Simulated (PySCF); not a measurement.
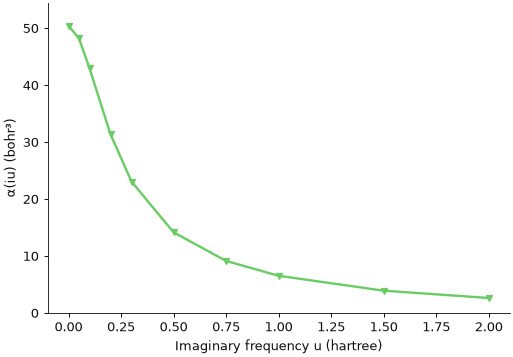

Dipole polarisability at imaginary frequency of Ir ([Xe] 4f¹⁴ 5d⁷ 6s²). Coupled response at the PBE0 level; PySCF, aug-cc-pVTZ-PP with a 60-electron core potential, unrestricted single determinants, no spin-orbit coupling.

Question: What follows from the curve?

Answer: The static dipole polarisability is 50.4 bohr³ (the recommended value is 54.0); α(iu) falls to half of it near u = 0.27 hartree. The Casimir–Polder integral gives C₆ = 552 hartree bohr⁶ for two such species.
